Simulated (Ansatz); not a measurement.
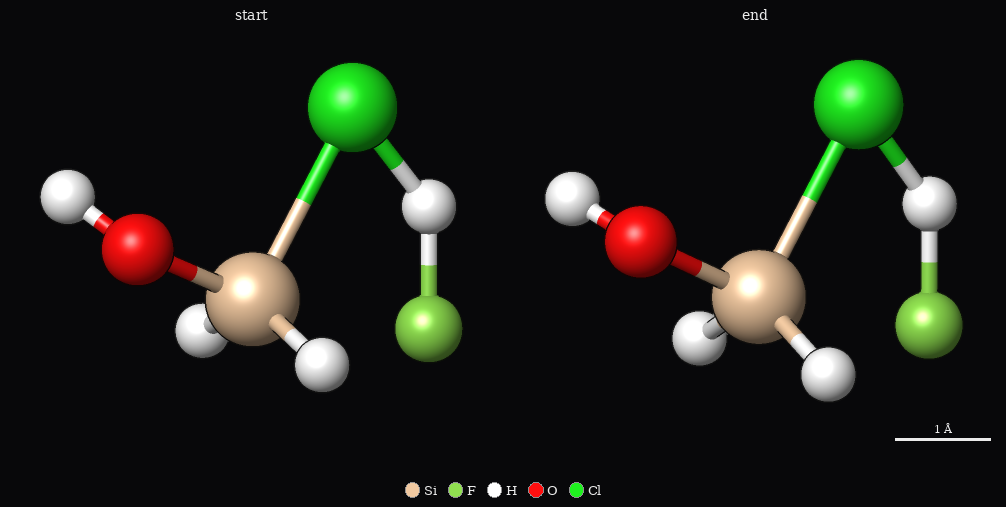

The structure of SiH4OClF before (left) and after (right) a constrained relaxation, at one scale.

The picture is a ball-and-stick view, seen at a tilt.

The reaction that was planned forms Si1–Cl7, F2–H6 and breaks Si1–F2, H6–Cl7 (atoms numbered from 1 in input order).

Computed with Ansatz, RKS PBE0-D4/def2-SVP. Settings: held fixed: the distance between atoms 1 (Si) and 7 (Cl), the distance between atoms 2 (F) and 6 (H), the distance between atoms 1 (Si) and 2 (F), the distance between atoms 6 (H) and 7 (Cl), counting from 1; force threshold 0.04 eV/Å; at most 150 steps.

> Describe what moved and what it gained.

An H atom moves most after the best rigid fit: 0.16 Å. Largest moves by element: H 0.16 Å, O 0.09 Å, Cl 0.08 Å, F 0.08 Å, Si 0.06 Å. Some distances before and after: O–Si 1.623 → 1.663 Å, H–Si 1.446 → 1.480 Å, H–O 0.953 → 0.962 Å. Bond angles that change, for instance: Si–O–H 127.7° → 117.4°, H–Si–H 136.1° → 128.2°, H–Si–Cl 102.6° → 108.7°. After 7 geometry steps the energy has fallen by 0.114 eV. Largest force component: 0.82 eV/Å at the start, 0.003 eV/Å at the end. Cost: 11 s on 4 threads of Arm Neoverse V1, on a shared host.
